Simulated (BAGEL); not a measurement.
# B3LYP/6-31G(d) (density fitting with qzvpp-jkfit, spherical functions) run of SiH3OF (SMILES O[SiH2]F)

What is the energy change on altering one bond length of SiH3OF at B3LYP/6-31G* (density fitting with qzvpp-jkfit, spherical functions)? 

Program for the calculation: BAGEL 1.2.2.

5 further runs of the same task are left out: 3 that didn't finish, 2 set aside as unsound or not needed. Runs told in other sessions of the task aren't counted.

## 1. The structure to begin with

SiH3OF: 6 atoms, total charge 0, spin state singlet. As SMILES, `O[SiH2]F`. Geometry: relaxed at PBE0-D4/def2-TZVP. This is one conformer, not always the lowest.

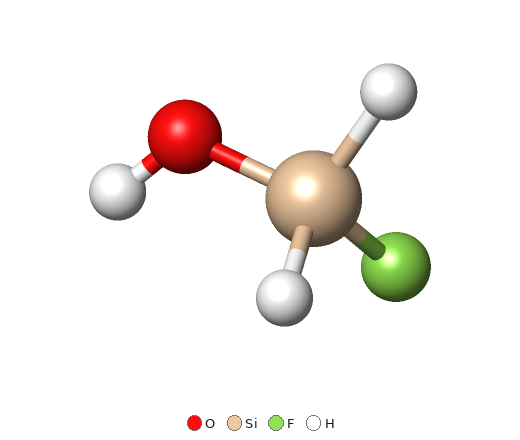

The structure, seen from a chosen angle (oxygen red, silicon light orange, fluorine green, hydrogen white).

## 2. The energy at B3LYP/6-31G(d) (density fitting with qzvpp-jkfit, spherical functions)

job.json

```json
{ "bagel": [

{
  "title": "molecule",
  "basis": "6-31gs.json",
  "df_basis": "qzvpp-jkfit",
  "angstrom": true,
  "geometry": [
    { "atom": "O", "xyz": [      -0.853500,      -0.209200,      -0.924100 ] },
    { "atom": "Si", "xyz": [       0.378300,      -0.009300,       0.123900 ] },
    { "atom": "F", "xyz": [       0.180800,      -0.922800,       1.417800 ] },
    { "atom": "H", "xyz": [      -1.714200,       0.150200,      -0.705600 ] },
    { "atom": "H", "xyz": [       1.595600,      -0.458500,      -0.575800 ] },
    { "atom": "H", "xyz": [       0.455100,       1.385600,       0.617600 ] }
  ]
},

{
  "title": "ks",
  "xc_func": "b3lyp"
},

{
  "title": "print",
  "file": "orbitals.molden",
  "orbitals": true
}

]}
```

The basis set 6-31G* is read from a file made from the Basis Set Exchange's data (not shown).

Command:

```bash
$ BAGEL_NUM_THREADS=1 BAGEL job.json > job.out
```

What it wrote:

```text
* using 1 threads per process

  ===============================================================
  ===============================================================

  *** Geometry ***

  { "atom" : "O", "xyz" : [     -1.612881,     -0.395331,     -1.746296 ] },
  { "atom" : "Si", "xyz" : [      0.714883,     -0.017574,      0.234137 ] },
  { "atom" : "F", "xyz" : [      0.341662,     -1.743839,      2.679254 ] },
  { "atom" : "H", "xyz" : [     -3.239369,      0.283837,     -1.333391 ] },
  { "atom" : "H", "xyz" : [      3.015247,     -0.866439,     -1.088104 ] },
  { "atom" : "H", "xyz" : [      0.860014,      2.618405,      1.167095 ] },

  Number of auxiliary basis functions:      336

  Since a DF basis is specified, we compute 2- and 3-index integrals:
    o Being stored without compression. Storage requirement is 0.007 GB

  Number of basis functions:       52
  Number of electrons      :       34

    * METHOD: MOLECULE                             0.07

  *** Kohn-Sham DFT ***

    * Removing 9389 points whose weight is below 1.00e-10
    * Grid points: 80047

  === Nuclear Repulsion ===
   119.5284298049

       - DIIS with orbital gradients will be used.

  === KS iteration (b3lyp / 6-31gs.json) ===
      0       -447.50749675          0.15555184           0.13
      1       -430.92582702          0.20572458           0.10
      2       -447.73872831          0.16665069           0.09
      3       -465.73344554          0.05281118           0.09
      4       -466.28053268          0.02843192           0.09
      5       -466.40284837          0.01527229           0.09
      6       -466.41236886          0.01309206           0.09
      7       -466.44620245          0.00354485           0.09
      8       -466.44867062          0.00032607           0.09
      9       -466.44869162          0.00005143           0.09
     10       -466.44869208          0.00000883           0.09
     11       -466.44869209          0.00000194           0.09
     12       -466.44869209          0.00000088           0.09
     13       -466.44869209          0.00000017           0.09
     14       -466.44869209          0.00000013           0.09
     15       -466.44869209          0.00000001           0.09
     16       -466.44869209          0.00000000           0.09
    * SCF iteration converged.

    * Permanent dipole moment:
           (    0.362339,    -0.547072,     0.077621) a.u.

    * METHOD: KS                                   1.80

    * METHOD: PRINT                                0.01

  ===============================================================
```

Run time: 2 s. Hardware: 1 thread of Arm Neoverse V2, shared host; peak memory 0.23 GiB.

## 3. The distorted shape, same level

input.json

```json
{ "bagel": [

{
  "title": "molecule",
  "basis": "6-31gs.json",
  "df_basis": "qzvpp-jkfit",
  "angstrom": true,
  "geometry": [
    { "atom": "O", "xyz": [      -1.038240,      -0.239180,      -1.081274 ] },
    { "atom": "Si", "xyz": [       0.378300,      -0.009300,       0.123900 ] },
    { "atom": "F", "xyz": [       0.180800,      -0.922800,       1.417800 ] },
    { "atom": "H", "xyz": [      -1.898940,       0.120220,      -0.862774 ] },
    { "atom": "H", "xyz": [       1.595600,      -0.458500,      -0.575800 ] },
    { "atom": "H", "xyz": [       0.455100,       1.385600,       0.617600 ] }
  ]
},

{ "title": "ks", "xc_func": "b3lyp" },

{ "title": "print", "file": "orbitals.molden", "orbitals": true }

]}
```

The basis set 6-31G* is read from a file made from the Basis Set Exchange's data (not shown).

Command:

```bash
$ BAGEL_NUM_THREADS=1 BAGEL input.json > input.out
```

What it wrote:

```text
* using 1 threads per process

  ===============================================================
  ===============================================================

  *** Geometry ***

  { "atom" : "O", "xyz" : [     -1.961989,     -0.451985,     -2.043312 ] },
  { "atom" : "Si", "xyz" : [      0.714883,     -0.017574,      0.234137 ] },
  { "atom" : "F", "xyz" : [      0.341662,     -1.743839,      2.679254 ] },
  { "atom" : "H", "xyz" : [     -3.588477,      0.227183,     -1.630407 ] },
  { "atom" : "H", "xyz" : [      3.015247,     -0.866439,     -1.088104 ] },
  { "atom" : "H", "xyz" : [      0.860014,      2.618405,      1.167095 ] },

  Number of auxiliary basis functions:      336

  Since a DF basis is specified, we compute 2- and 3-index integrals:
    o Being stored without compression. Storage requirement is 0.007 GB

  Number of basis functions:       52
  Number of electrons      :       34

    * METHOD: MOLECULE                             0.08

  *** Kohn-Sham DFT ***

    * Removing 9012 points whose weight is below 1.00e-10
    * Grid points: 80424

  === Nuclear Repulsion ===
   113.0742649330

       - DIIS with orbital gradients will be used.

  === KS iteration (b3lyp / 6-31gs.json) ===
      0       -448.08822749          0.15170385           0.14
      1       -430.87109220          0.20500626           0.11
      2       -447.15745771          0.16713612           0.09
      3       -465.55436048          0.05742309           0.09
      4       -466.24847472          0.02919854           0.09
      5       -466.37572632          0.01623489           0.09
      6       -466.40011324          0.01143735           0.09
      7       -466.42589102          0.00297062           0.09
      8       -466.42766582          0.00030975           0.09
      9       -466.42768546          0.00005227           0.09
     10       -466.42768595          0.00000744           0.09
     11       -466.42768597          0.00000137           0.09
     12       -466.42768597          0.00000059           0.09
     13       -466.42768597          0.00000011           0.09
     14       -466.42768597          0.00000002           0.09
     15       -466.42768597          0.00000001           0.09
    * SCF iteration converged.

    * Permanent dipole moment:
           (    0.037994,    -0.585642,    -0.142913) a.u.

    * METHOD: KS                                   1.75

    * METHOD: PRINT                                0.01

  ===============================================================
```

It took 2 s on 1 thread of Arm Neoverse V2, shared host; peak memory 0.23 GiB.

## 4. Results

Level: B3LYP/6-31G* (density fitting with qzvpp-jkfit, spherical functions).

| quantity | value |
| --- | --- |
| first shape: total energy | -466.44869 Eh |
| first shape: dipole moment | 1.68 D |
| first shape: HOMO energy | -8.87 eV |
| first shape: LUMO energy | 0.79 eV |
| first shape: HOMO–LUMO gap | 9.66 eV |
| distorted shape: total energy | -466.42769 Eh |
| distorted shape: dipole moment | 1.54 D |
| distorted shape: HOMO energy | -8.23 eV |
| distorted shape: LUMO energy | 0.31 eV |
| distorted shape: HOMO–LUMO gap | 8.54 eV |
| energy change with the O1–Si2 bond stretched from 1.630 to 1.874 Å | 0.572 eV |

In words: With the O1–Si2 bond stretched from 1.630 to 1.874 Å the energy rises by 0.57 eV (13.2 kcal/mol). The first shape isn't relaxed at this level, so the change isn't measured from a minimum.
